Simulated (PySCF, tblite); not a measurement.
# C6H15NSi: infrared bands, NMR shifts, electronic excitations and core binding energies in gas and solvents, part 3 of 3

tblite 0.8.0 and PySCF 2.14.0. Atoms count from 0.

### 10 NMR shieldings: PBE0/pcSseg-1 in chloroform

What the job is given:

```
{"job": {"kind": "nmr", "xc": "PBE0", "basis": "pcSseg-1", "solvent": "chloroform", "pop": false}, "charge": 0, "multiplicity": 1}
C      4.016322    -0.500283     0.063829
N      3.107667    -0.198136    -1.002835
C      1.869760    -0.047275    -0.760234
Si     0.934033    -0.152563     0.908304
C     -0.912041     0.205663     0.605453
C     -1.650853     0.112861     1.943672
C     -1.474451    -0.833037    -0.369658
C     -1.067869     1.614379     0.024297
H      3.553406    -0.607616     1.065865
H      4.553903    -1.432849    -0.173203
H      4.782971     0.290196     0.117768
H      1.244433     0.178140    -1.645741
H      1.087718    -1.518255     1.507703
H      1.488749     0.843511     1.881843
H     -1.281031     0.856619     2.667667
H     -2.730177     0.299169     1.800085
H     -1.546992    -0.883807     2.402200
H     -2.554300    -0.663675    -0.528109
H     -1.354272    -1.860174     0.011081
H     -0.988529    -0.783309    -1.357197
H     -2.133763     1.836484    -0.161553
H     -0.685485     2.384676     0.712990
H     -0.539279     1.731139    -0.935414
```

Level: GIAO PBE0/pcSseg-1 NMR shielding, non-relativistic, IEF-PCM chloroform.

Output:

```text
coarse grid: 18504 points
cycle   1  E = -581.2609626466  dE =  4.619e-01  |g| = 4.397e-01  |ddm| = 4.014e+00
cycle   2  E = -581.2409590182  dE =  2.000e-02  |g| = 5.335e-01  |ddm| = 8.626e-01
cycle   3  E = -581.3119093688  dE = -7.095e-02  |g| = 9.412e-02  |ddm| = 4.887e-01
cycle   4  E = -581.3134064379  dE = -1.497e-03  |g| = 4.499e-02  |ddm| = 7.895e-02
cycle   5  E = -581.3138354148  dE = -4.290e-04  |g| = 9.875e-03  |ddm| = 3.628e-02
cycle   6  E = -581.3138568489  dE = -2.143e-05  |g| = 3.251e-03  |ddm| = 1.116e-02
cycle   7  E = -581.3138593369  dE = -2.488e-06  |g| = 3.053e-04  |ddm| = 3.083e-03
final grid: 170752 points
cycle   8  E = -581.3615759362  dE = -6.223e-05  |g| = 9.603e-03  |ddm| = 4.159e-02
cycle   9  E = -581.3615655611  dE =  1.038e-05  |g| = 1.162e-02  |ddm| = 1.858e-02
cycle  10  E = -581.3615999627  dE = -3.440e-05  |g| = 1.463e-03  |ddm| = 1.018e-02
cycle  11  E = -581.3616004002  dE = -4.375e-07  |g| = 4.520e-04  |ddm| = 1.166e-03
cycle  12  E = -581.3616004387  dE = -3.850e-08  |g| = 1.635e-04  |ddm| = 4.058e-04
cycle  13  E = -581.3616004450  dE = -6.295e-09  |g| = 3.291e-05  |ddm| = 1.656e-04
cycle  14  E = -581.3616004452  dE = -2.467e-10  |g| = 4.721e-06  |ddm| = 3.669e-05
converged SCF energy = -581.3616004452

GIAO shielding tensors (ppm)
atom      isotropic    diamagn.    paramagn.     s11        s22        s33       span
  0 C      131.717     248.022    -116.305    110.504    113.661    170.987     60.482
  1 N     -196.879     325.563    -522.441   -685.401   -176.434    271.199    956.600
  2 C        3.382     261.401    -258.019   -107.059      4.211    112.994    220.053
  3 Si     403.482     883.385    -479.903    357.636    370.112    482.698    125.062
  4 C      168.392     248.608     -80.216    162.129    170.959    172.087      9.958
  5 C      155.137     247.016     -91.879    138.965    141.100    185.344     46.380
  6 C      157.495     249.704     -92.210    142.101    145.788    184.596     42.495
  7 C      157.506     249.126     -91.621    141.939    145.916    184.661     42.722
  8 H       28.138      30.073      -1.935     24.909     29.467     30.038      5.129
  9 H       27.207      26.934       0.273     25.115     25.700     30.807      5.692
 10 H       27.244      26.791       0.454     25.262     25.637     30.835      5.573
 11 H       22.660      33.743     -11.083     19.099     20.707     28.174      9.075
 12 H       27.032      31.560      -4.528     23.106     26.633     31.357      8.251
 13 H       27.025      31.596      -4.571     23.085     26.646     31.345      8.260
 14 H       30.114      30.172      -0.058     26.056     27.709     36.577     10.521
 15 H       30.290      30.078       0.212     26.670     27.794     36.405      9.735
 16 H       30.093      30.207      -0.114     26.003     27.729     36.546     10.543
 17 H       30.299      31.686      -1.386     26.770     27.793     36.334      9.563
 18 H       30.179      31.984      -1.805     26.014     27.685     36.837     10.823
 19 H       29.779      32.645      -2.866     25.338     27.780     36.220     10.882
 20 H       30.285      31.324      -1.040     26.772     27.766     36.315      9.543
 21 H       30.213      31.541      -1.328     26.121     27.637     36.882     10.761
 22 H       29.802      32.240      -2.438     25.313     27.862     36.230     10.916
```

Wall time 70 s (1 thread of Arm Neoverse N1, shared host); peak memory 1.3 GiB.

In short: δ C2 181.8, C0 53.4, C5 28.5, C4 16.8, H11 8.59, H12 4.22 ppm (means over like atoms).

### 11 Comparing the runs: NMR shifts

Shifts (ppm) of some atoms, chosen among heavy atoms and hydrogens apart, means over like atoms, with basis size and wall time:

```csv
run,C2,C0,C4,H11,H12,N1,Si3,functions,time
PBE0/pcSseg-1,177.4,52.7,15.7,8.55,4.27,477.6,-52.5,218,76 s
B3LYP/pcSseg-1,177.6,52.8,17.6,8.41,4.18,481.0,-52.5,218,69 s
PBE0/pcSseg-1 in benzene,180.1,53.2,16.4,8.57,4.23,469.7,-52.0,218,76 s
PBE0/pcSseg-1 in chloroform,181.8,53.4,16.8,8.59,4.22,464.7,-51.6,218,70 s
```

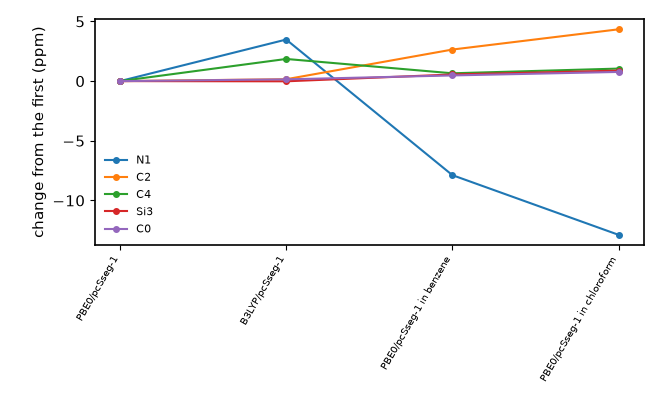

How five of the tabulated atoms move from run to run.

The continuum's effect on the ground state:

```csv
solvent,ε,polarisation energy (Eh),μ (D)
benzene,2.27,-0.0030,1.71
chloroform,4.71,-0.0049,1.84
```

### 12 Outcome

The summary covers parts 1 to 3.

| quantity | value |
| --- | --- |
| strongest single infrared mode (GFN2-xTB) | 2203 cm⁻¹, 466 km/mol |
| zero-point energy (GFN2-xTB) | 122.0 kcal/mol |
| rotational constants (main isotopes) | 3.31, 0.84, 0.79 GHz |
| 13C shifts against TMS (PBE0/pcSseg-1, means over atoms taken as alike) | 177.4, 52.7, 28.3, 15.7 ppm |
| 1H shifts against TMS (PBE0/pcSseg-1, means over atoms taken as alike) | 8.55, 4.27, 3.69, 1.12 ppm |
| 15N shifts against NH3 (PBE0/pcSseg-1) | 477.6 ppm |
| 29Si shifts against TMS (PBE0/pcSseg-1) | -52.5 ppm |
| lowest singlet (CAM-B3LYP/def2-SVPD) | 4.11 eV (301 nm), f = 0.000 |
| brightest single state of those computed | state 6, 7.24 eV, f = 0.190 |
| lowest triplet | 3.34 eV |
| vertical ionisation energy (ΔSCF) | 8.82 eV |
| C1s binding energies, SCAN/pcX-2 | C0 291.28, C2 290.87, C5 290.47, C4 290.18 eV |
| N1s binding energies, SCAN/pcX-2 | N1 404.52 eV |
| Si1s binding energies, SCAN/pcX-2 | Si3 1845.89 eV |
| Si2p binding energies, SCAN/pcX-2 | Si3 106.37 eV |
| range of the shift of N1 (PBE0/pcSseg-1 runs) | 464.7 to 477.6 ppm |

**Reading.** Relaxing lowered the energy by 0.787 eV in 196 steps; the close pair that moved most is Si3–C4, from 1.855 to 1.914 Å (GFN2-xTB). No mode is imaginary among the 63: a minimum at this level. The strongest single mode, at 2203 cm⁻¹, moves mainly H13 and H12. GFN2-xTB is a fitted tight-binding method: band positions and strengths are rough. Its intensities can rank the bands wrongly. Relaxing lowered the energy by 0.266 eV in 5 steps; the close pair that moved most is Si3–H12, from 1.453 to 1.499 Å (PBE0/def2-SVP). At PBE0/pcSseg-1: The widest tensor belongs to N1: span 998 ppm, with a paramagnetic part of -536 ppm. The first singlet state (HOMO→LUMO 0.96) lies at 4.11 eV and is dark; of the 10 states computed, the strongest absorption comes from state 6 at 7.24 eV. The lowest triplet lies 0.78 eV below the lowest singlet (triplets in Tamm-Dancoff, singlets in full TDDFT). The orbital energy would give 8.14 eV for ionisation, ΔSCF gives 8.82 eV. The C1s levels kept as sound span 1.10 eV, from C4 (fully substituted sp3 carbon bonded to Si) up to C0 (methyl carbon bonded to N). At one level, PBE0/pcSseg-1: In ppm, N1 moves most: its shift spreads over 12.9 ppm, from 464.7 (PBE0/pcSseg-1 in chloroform) to 477.6 (PBE0/pcSseg-1). The continuum holds electrostatics alone: no hydrogen bonds to the solvent, and the gas-phase geometry is kept.
